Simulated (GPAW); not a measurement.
## Core-hole calculation of the Y L₃ edge in YIn (Pm-3m)

Aim: the near-edge shape at the Y L₃ edge of YIn (Pm-3m), and what the core hole does to it.

Calculated with GPAW 26.7.0; X-ray absorption from dipole matrix elements to empty bands, plane-wave PAW LDA.

### 1. Set-up

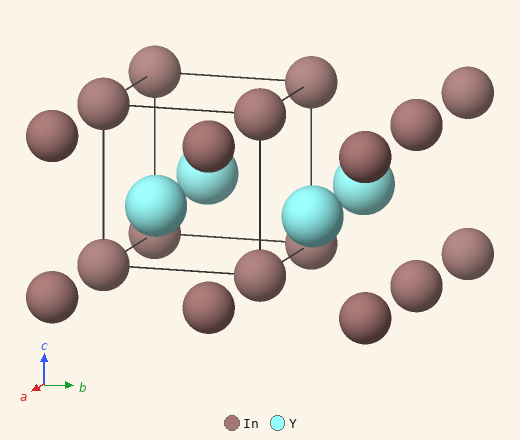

Start, viewed slightly off an axis; indium brown, yttrium light teal. 2×2×1 cells are drawn. Some periodic images of atoms are drawn too.

Structure file:

```cif
data_structure
_symmetry_space_group_name_H-M 'Pm-3m'
_symmetry_Int_Tables_number 221
_cell_length_a 3.8100
_cell_length_b 3.8100
_cell_length_c 3.8100
_cell_angle_alpha 90.000
_cell_angle_beta 90.000
_cell_angle_gamma 90.000
_cell_volume 55.31
loop_
_atom_site_label
_atom_site_type_symbol
_atom_site_symmetry_multiplicity
_atom_site_Wyckoff_symbol
_atom_site_fract_x
_atom_site_fract_y
_atom_site_fract_z
_atom_site_occupancy
In1 In 1 a 0.00000 0.00000 0.00000 1
Y1 Y 1 b 0.50000 0.50000 0.50000 1
```

### 2. Ground state of the crystal

The ground state comes first: it tells whether the system has a gap, which decides how the excited electron is treated.

File scf.py:

```python
import numpy as np
from ase import Atoms
from ase.parallel import parprint, paropen
from gpaw import GPAW, PW, FermiDirac, Mixer, MixerDif, setup_paths
from gpaw.test import gen
setup_paths.insert(0, '.')
gen('Y', name='nch2p', xcname='LDA', corehole=(2, 1, 0), write_xml=True)
from gpaw.mpi import world
world.barrier()

atoms = Atoms('InY',
    cell=[[3.81, 0, 0],
     [0, 3.81, 0],
     [0, 0, 3.81]],
    scaled_positions=[[0, 0, 0],
     [0.5, 0.5, 0.5]],
    pbc=True)
atoms.calc = calc = GPAW(legacy_gpaw=True, mode=PW(430), xc='LDA', setups={1: 'nch2p'},
    kpts={'size': (7, 7, 7), 'gamma': True}, occupations=FermiDirac(0.05),
    charge=0, mixer=Mixer(0.1, 5, 50), maxiter=150,
    convergence={'density': 0.0001}, txt='scf.txt')
energy = atoms.get_potential_energy() + calc.get_reference_energy()
ef = calc.get_fermi_level()
out = dict(energy=energy, fermi=ef, forces=atoms.get_forces().tolist())
parprint(f'all-electron energy {energy:.4f} eV, Fermi level {ef:.4f} eV')
ev = np.array([[calc.get_eigenvalues(k, s) for k in range(len(calc.get_ibz_k_points()))] for s in range(calc.get_number_of_spins())])
out['homo'], out['lumo'], out['counts'] = ev[ev < ef].max(), ev[ev > ef].min(), sorted(set((ev < ef).sum((0, 2)).tolist()))
out['filled'] = (ev[:, 0] < ef).sum(1).tolist()
import json
with paropen('out.json', 'w') as f:
    json.dump(out, f)
```

The run is started by

```sh
$ OMP_NUM_THREADS=1 mpirun -n 4 gpaw python scf.py
```

Numbers of over 12 decimals in the logs are rounded to 6 here.

The log of the run:

```text
Input parameters:
  convergence: {density: 0.0001}
  kpts: {gamma: True,
         size: (7, 7, 7)}
  maxiter: 150
  mixer: {backend: pulay,
          beta: 0.1,
          method: separate,
          nmaxold: 5,
          weight: 50}
  mode: {ecut: 430.0,
         name: pw}
  occupations: {fixmagmom: False,
                name: fermi-dirac,
                width: 0.05}
  setups: {1: nch2p}

Initialize ...

[... PAW data sets ...]

Reference energy: -251822.176845  # eV

Spin-paired calculation

[... convergence settings ...]
Symmetries present (total): 48
  [... symmetry matrices ...]

343 k-points: 7 x 7 x 7 Monkhorst-Pack grid
20 k-points in the irreducible part of the Brillouin zone
       k-points in crystal coordinates                weights
   0:     0.00000000    0.00000000    0.00000000          1/343
   1:     0.14285714    0.00000000    0.00000000          6/343
   2:     0.14285714    0.14285714    0.00000000         12/343
   3:     0.14285714    0.14285714    0.14285714          8/343
   4:     0.28571429    0.00000000    0.00000000          6/343
   5:     0.28571429    0.14285714    0.00000000         24/343
   6:     0.28571429    0.14285714    0.14285714         24/343
   7:     0.28571429    0.28571429    0.00000000         12/343
   8:     0.28571429    0.28571429    0.14285714         24/343
   9:     0.28571429    0.28571429    0.28571429          8/343
          ...
  19:     0.42857143    0.42857143    0.42857143          8/343

Wave functions: Plane wave expansion
  Cutoff energy: 430.000 eV
  Number of coefficients (min, max): 1094, 1141
  Pulay-stress correction: 0.000000 eV/Ang^3 (de/decut=0.000000)
  Using FFTW library
  Wavefunction extrapolation:
    Improved wavefunction reuse through dual PAW basis

Occupation numbers: Fermi-Dirac:
  width: 0.0500  # eV

Eigensolver
   Davidson(niter=2)

Densities:
  Coarse grid: 20*20*20 grid
  Fine grid: 40*40*40 grid
  Total Charge: 0.000000

Density mixing:
  Method: separate
  Backend: pulay
  Linear mixing parameter: 0.1
  old densities: 5
  Width of damping distribution: 1.1
  Damping of long wavelength oscillations: 50

[... Hamiltonian set-up ...]
Number of atoms: 2
Number of atomic orbitals: 22
Number of bands in calculation: 19
Number of valence electrons: 24
Bands to converge: occupied

... initialized

Initializing position-dependent things.

Density initialized from atomic densities
Creating initial wave functions:
  19 bands from LCAO basis set

Positions:
   0 In     0.000000    0.000000    0.000000    ( 0.0000,  0.0000,  0.0000)
   1 Y      1.905000    1.905000    1.905000    ( 0.0000,  0.0000,  0.0000)

Unit cell:
           periodic     x           y           z      points  spacing
  1. axis:    yes    3.810000    0.000000    0.000000    20     0.1905
  2. axis:    yes    0.000000    3.810000    0.000000    20     0.1905
  3. axis:    yes    0.000000    0.000000    3.810000    20     0.1905

  Lengths:   3.810000   3.810000   3.810000
  Angles:   90.000000  90.000000  90.000000

Effective grid spacing dv^(1/3) = 0.1905

iter:   1    -9.809921
iter:   2    -9.764739   -2.17  -1.46
iter:   3    -9.667801   -1.69  -1.51
iter:   4    -9.675445   -3.01  -2.16
iter:   5    -9.675149c  -3.61  -2.18
iter:   6    -9.655392   -3.01  -2.25
iter:   7    -9.655708   -4.63  -2.87
iter:   8    -9.654976c  -4.66  -2.83
iter:   9    -9.654662c  -4.21  -3.04
iter:  10    -9.654609c  -5.67  -3.79
iter:  11    -9.654568c  -6.15  -3.92
iter:  12    -9.654554c  -6.28  -3.91
iter:  13    -9.654546c  -6.71  -4.07c
iter:  14    -9.654545c  -7.69c -4.40c

Converged after 14 iterations.

Dipole moment: (-0.000000, -0.000000, -0.000000) |e|*Ang

Energy contributions relative to reference atoms: (reference = -251822.176845)

Kinetic:         +3.574727
Potential:       -2.938805
External:        +0.000000
XC:             -10.412657
Entropy (-ST):   -0.009800
Local:           +0.127089
SIC:             +0.000000
--------------------------
Free energy:     -9.659445
Extrapolated:    -9.654545

Showing only first 2 kpts
 Kpt  Band  Eigenvalues  Occupancy
  0    10      6.85807    1.99513
  0    11      6.85807    1.99513
  0    12      9.91004    0.00000
  0    13      9.91004    0.00000

  1    10      6.48517    2.00000
  1    11      6.92684    1.98086
  1    12      9.01415    0.00000
  1    13      9.01415    0.00000

Fermi level: 7.15882

No gap
No difference between direct/indirect transitions

Forces in eV/Ang:
  0 In    0.00000    0.00000    0.00000
  1 Y     0.00000   -0.00000    0.00000
Scalar-relativistic atomic LDA calculation for Y (Yttrium, Z=39)
Core hole in 2p state (2p occupation: 6.0)
750 radial gridpoints.
|------------------------------------------------|
|------------------------------------------------|
[... the atom generator's iteration count ...]

Energy contributions:
-------------------------
Kinetic:    +3468.645094
XC:          -105.479064
Potential:  -6743.658531
-------------------------
Total:      -3380.492502

state      eigenvalue         ekin         rmax
-----------------------------------------------
1s^2.0 :  -618.543443   785.386613        0.025
2s^2.0 :   -84.799187   156.853497        0.141
2p^6.0 :   -75.594584   151.889632        0.113
3s^2.0 :   -13.512336    39.809453        0.422
3p^6.0 :   -10.520490    36.681922        0.416
3d^10.0:    -5.564517    31.548104        0.361
4s^2.0 :    -1.763072     8.054635        1.128
4p^6.0 :    -1.027192     6.241997        1.244
4d^1.0 :    -0.097195     2.169838        1.804
5s^2.0 :    -0.155371     0.952255        3.320
5p^0.0 :    -0.054980     0.500247        4.410
-----------------------------------------------
(units: Bohr and Hartree)

Generating PAW setup
Kinetic energy of the core from tauc = 3468.026130082391
Cutoffs:
rc(s)=2.510
rc(p)=2.490
rc(d)=2.430
rc(vbar)=2.450
rc(comp)=2.410
rc(nct)=2.510

Kinetic energy of the core states: 3411.009492
Charge: 0.0
Core electrons: 28.0
Valence electrons: 11.0
Pseudo-core charge: 0.003786
Shape function alpha=1.722
Pseudo-electron charge 7.472037
state    eigenvalue         norm
--------------------------------
4s(2) :    -1.763072     0.685202
5s(2) :    -0.155371     0.971849
4p(6) :    -1.027192     0.548140
5p(0) :    -0.054980     0.976393
4d(1) :    -0.097195     0.865310
*d    :     0.902805
--------------------------------

Diagonalizing with gridspacing h=0.050

state   all-electron     PAW
-------------------------------
4s:      -1.763072    -1.763529
4p:      -1.027192    -1.027856
4d:      -0.097195    -0.097523
*f:                    0.059866
-------------------------------
all-electron energy -251831.8314 eV, Fermi level 7.1588 eV
```

The job ended after 4.3 s (4 MPI ranks of Arm Neoverse V2, shared host; peak memory 0.17 GiB; 17 s of CPU time).

The mesh shows no gap, so the system is treated as a metal and the core electron is put at the Fermi level (neutral cell).

### 3. Spectrum without a core hole, Y atom 2

This cheap baseline ignores the attraction of the hole: it shows the absorber's empty states as they are in the ground state. The data set with a hole of occupation 0 only carries the core orbital.

The absorber has 8 In at 3.30 Å and 6 Y at 3.81 Å (cube and octahedron, as in bcc, site symmetry m-3m).

File xas.py:

```python
import numpy as np
from ase import Atoms
from ase.parallel import parprint, paropen
from gpaw import GPAW, PW, FermiDirac, Mixer, MixerDif, setup_paths
from gpaw.test import gen
setup_paths.insert(0, '.')
gen('Y', name='nch2p', xcname='LDA', corehole=(2, 1, 0), write_xml=True)
from gpaw.mpi import world
world.barrier()

atoms = Atoms('InY',
    cell=[[3.81, 0, 0],
     [0, 3.81, 0],
     [0, 0, 3.81]],
    scaled_positions=[[0, 0, 0],
     [0.5, 0.5, 0.5]],
    pbc=True)
atoms.calc = calc = GPAW(legacy_gpaw=True, mode=PW(430), xc='LDA', setups={1: 'nch2p'},
    kpts={'size': (9, 9, 9), 'gamma': True}, occupations=FermiDirac(0.1),
    charge=0, mixer=Mixer(0.1, 5, 50), maxiter=150,
    convergence={'density': 0.0001}, txt='scf.txt')
energy = atoms.get_potential_energy() + calc.get_reference_energy()
ef = calc.get_fermi_level()
out = dict(energy=energy, fermi=ef, forces=atoms.get_forces().tolist())
parprint(f'all-electron energy {energy:.4f} eV, Fermi level {ef:.4f} eV')
ev = np.array([[calc.get_eigenvalues(k, s) for k in range(len(calc.get_ibz_k_points()))] for s in range(calc.get_number_of_spins())])
out['homo'], out['lumo'], out['counts'] = ev[ev < ef].max(), ev[ev > ef].min(), sorted(set((ev < ef).sum((0, 2)).tolist()))
out['filled'] = (ev[:, 0] < ef).sum(1).tolist()

from ase.units import Ha
from gpaw.xas import dipole_matrix_elements
nb = int(calc.get_number_of_electrons() / 2) + 41
top = nb
nscf = calc.fixed_density(kpts={'size': (7, 7, 7), 'gamma': True},
    convergence={'eigenstates': 1.0}, txt='nscf.txt')
nscf.diagonalize_full_hamiltonian(nbands=nb)
cell = atoms.cell.array
ops = [cell.T @ U.T @ np.linalg.inv(cell.T) for U in nscf.wfs.kd.symmetry.op_scc]
E = np.arange(-25, 34, 0.1)
fwhm = np.interp(E, [4, 25], [1.5, 3.5])
Y, X, zero, highest = 0, 0, 1e9, 1e9
for spin in range(nscf.get_number_of_spins()):
    wfs = nscf.wfs
    A = dipole_matrix_elements(wfs.setups[1])
    eps = np.zeros((wfs.kd.nibzkpts, nb))
    d = np.zeros((3, A.shape[1], wfs.kd.nibzkpts, nb), complex)
    for kpt in wfs.kpt_u:
        if kpt.s == spin and 1 in kpt.P_ani:
            eps[kpt.k] = kpt.eps_n * Ha
            d[:, :, kpt.k] = (kpt.weight * wfs.nspins / 2) ** 0.5 * np.inner(A, kpt.P_ani[1])
    world.sum(eps)
    world.sum(d)
    T = np.einsum('amkn,bmkn->abkn', d, d.conj()).real
    T = sum(np.einsum('ai,ijkn,bj->abkn', R, T, R) for R in ops) / len(ops)
    empty = eps > ef
    zero, highest = min(zero, eps[empty].min()), min(highest, eps[:, top - 1].min())
    lines = [(eps, T, empty)] if spin == 0 else lines + [(eps, T, empty)]
for eps, T, empty in lines:
    f = np.einsum('aakn->akn', T).reshape(3, -1)
    x = eps.ravel() - zero
    w = np.interp(x, E, fwhm) / 2.35482
    g = np.exp(-0.5 * ((E[:, None] - x) / w) ** 2) / (w * (2 * np.pi) ** 0.5)
    Y = Y + (f * empty.ravel()) @ g.T
    X = X + (f * ~empty.ravel()) @ g.T
out.update(E=E.round(2).tolist(), xas=Y.tolist(), xes=X.tolist(), zero=zero, valid=highest - zero, nk=len(eps), nb=nb)
for i in range(0, len(E), 10):
    parprint(f'{E[i]:7.2f}', *(f'{v:10.3e}' for v in Y[:, i]))
import json
with paropen('out.json', 'w') as f:
    json.dump(out, f)
```

The run is started by

```sh
$ OMP_NUM_THREADS=1 mpirun -n 4 gpaw python xas.py
```

The log of the run:

```text
Input parameters:
  convergence: {density: 0.0001}
  kpts: {gamma: True,
         size: (9, 9, 9)}
  maxiter: 150
  mixer: {backend: pulay,
          beta: 0.1,
          method: separate,
          nmaxold: 5,
          weight: 50}
  mode: {ecut: 430.0,
         name: pw}
  occupations: {fixmagmom: False,
                name: fermi-dirac,
                width: 0.1}
  setups: {1: nch2p}

Initialize ...

[...]
*d    :     0.902805
--------------------------------

Diagonalizing with gridspacing h=0.050

state   all-electron     PAW
-------------------------------
4s:      -1.763072    -1.763529
4p:      -1.027192    -1.027856
4d:      -0.097195    -0.097523
*f:                    0.059866
-------------------------------
all-electron energy -251831.8374 eV, Fermi level 7.1152 eV
[...]
32.00  9.925e-06  9.925e-06  9.925e-06
  33.00  1.041e-05  1.041e-05  1.041e-05
[key lines of the parts left out:]
Converged after 16 iterations.
Dipole moment: (0.000000, -0.000000, 0.000000) |e|*Ang
Free energy:     -9.681428
Fermi level: 7.11520
```

The job ended after 21 s (4 MPI ranks; peak memory 0.32 GiB).

The Y L₃ spectrum, Y atom 2, no core hole (energy from the lowest empty level; intensity scaled to a mean of 1 over the first 20 eV):

```csv
E (eV),intensity
-2.0,0.00
-0.5,0.29
1.0,1.52
2.5,1.77
4.0,2.24
5.5,1.44
7.0,1.20
8.5,0.73
10.0,0.47
11.5,0.41
13.0,0.54
14.5,0.84
16.0,0.80
17.5,0.61
19.0,0.61
20.5,0.67
22.0,0.65
23.5,0.60
25.0,0.56
26.5,0.60
28.0,0.64
29.5,0.59
31.0,0.49
```

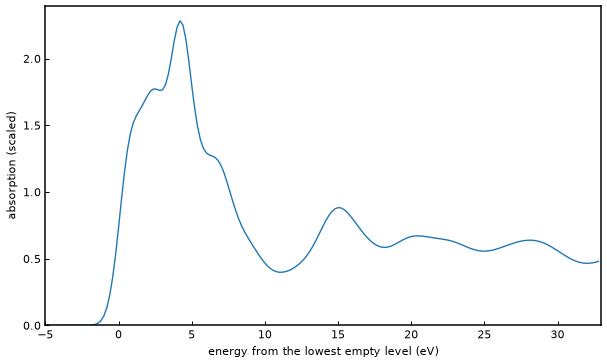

The Y L₃ edge, Y atom 2, no core hole: main maxima at 4.2, 15.0 and 20.4 eV.

Main maxima below 30 eV (height): 4.2 eV (2.28), 15.0 eV (0.88), 20.4 eV (0.67) and 28.2 eV (0.64). At an L edge the dipole rule selects empty d (and weakly s) states on the absorber, and the strong line at the onset measures the empty part of its d band.

The same matrix elements for filled bands give the Y L₃ emission of Y atom 2 (ground-state approximation; energy from the lowest empty level, largest value 1):

```csv
E (eV),emission
-24.0,0.00
-22.5,0.00
-21.0,0.00
-19.5,0.00
-18.0,0.00
-16.5,0.00
-15.0,0.00
-13.5,0.00
-12.0,0.00
-10.5,0.00
-9.0,0.00
-7.5,0.02
-6.0,0.08
-4.5,0.08
-3.0,0.26
-1.5,0.87
0.0,0.68
1.5,0.01
3.0,0.00
```

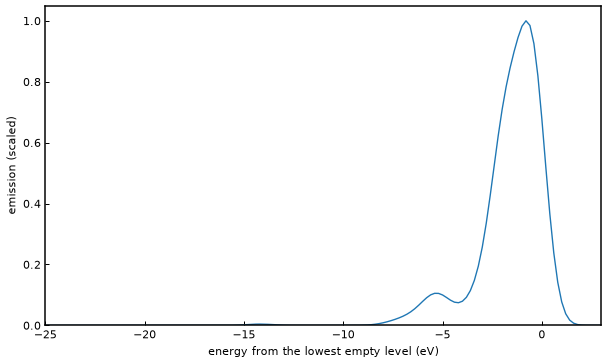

X-ray emission from the filled bands.

Emission maxima: -0.8 eV (1.00).

### 4. Reference energy of the supercell

The photon energy needs a difference of total energies, so the cell and mesh of the coming hole run are first run without a hole.

scf.py: that of step 2 with these lines changed.

```diff
@@ -10,11 +10,17 @@
 
-atoms = Atoms('InY',
-    cell=[[3.81, 0, 0],
-     [0, 3.81, 0],
-     [0, 0, 3.81]],
+atoms = Atoms('In4Y4',
+    cell=[[3.81, 3.81, 3.81],
+     [-3.81, 3.81, -3.81],
+     [-3.81, 3.81, 3.81]],
     scaled_positions=[[0, 0, 0],
-     [0.5, 0.5, 0.5]],
+     [0.5, 0.5, 0],
+     [0, 0.5, 0.5],
+     [0.5, 0, 0.5],
+     [0.5, 0, 0],
+     [0, 0.5, 0],
+     [0.5, 0.5, 0.5],
+     [0, 0, 0.5]],
     pbc=True)
-atoms.calc = calc = GPAW(legacy_gpaw=True, mode=PW(430), xc='LDA', setups={1: 'nch2p'},
-    kpts={'size': (7, 7, 7), 'gamma': True}, occupations=FermiDirac(0.05),
+atoms.calc = calc = GPAW(legacy_gpaw=True, mode=PW(430), xc='LDA', setups={4: 'nch2p'},
+    kpts={'size': (5, 5, 5), 'gamma': True}, occupations=FermiDirac(0.1),
     charge=0, mixer=Mixer(0.1, 5, 50), maxiter=150,
```

The run is started by

```sh
$ OMP_NUM_THREADS=1 mpirun -n 4 gpaw python scf.py
```

The log of the run:

```text
Input parameters:
  convergence: {density: 0.0001}
  kpts: {gamma: True,
         size: (5, 5, 5)}
  maxiter: 150
  mixer: {backend: pulay,
          beta: 0.1,
          method: separate,
          nmaxold: 5,
          weight: 50}
  mode: {ecut: 430.0,
         name: pw}
  occupations: {fixmagmom: False,
                name: fermi-dirac,
                width: 0.1}
  setups: {4: nch2p}

Initialize ...

[...]
5s(2) :    -0.155371     0.971849
4p(6) :    -1.027192     0.548140
5p(0) :    -0.054980     0.976393
4d(1) :    -0.097195     0.865310
*d    :     0.902805
--------------------------------

Diagonalizing with gridspacing h=0.050

state   all-electron     PAW
-------------------------------
4s:      -1.763072    -1.763529
4p:      -1.027192    -1.027856
4d:      -0.097195    -0.097523
*f:                    0.059866
-------------------------------
all-electron energy -1007327.3408 eV, Fermi level 7.1418 eV
[key lines of the parts left out:]
Converged after 18 iterations.
Dipole moment: (0.000000, -0.000000, -0.000000) |e|*Ang
Free energy:    -38.716082
Fermi level: 7.14178
```

Wall time 32 s (4 MPI ranks); peak memory 0.28 GiB; 2.1 min of CPU time.

Reference energy: -1007327.341 eV with the cores included.

(Part 1 of 3 ends here.)

[Banner, clock and machine lines of the logs are left out without a mark of their own.]

[Logs are printed without paths, hosts, clocks, repeated set-up lines and the standing remarks that a program may print on its own settings, such as how far it seeks lower states.]

[Hosts, paths, dates, database ids (printed as entryN), source tags and the programs' standing remarks are cut or masked in the printed files.]

[Lists of maxima count a maximum above −3 eV only where it reaches 4 % of the highest in the window and stands out from its surroundings by 2 % of it (1.5 % where it reaches 55 %); shoulders and weaker maxima are passed over, and of the rest the first, up to two pre-edge ones and the few strongest are named.]
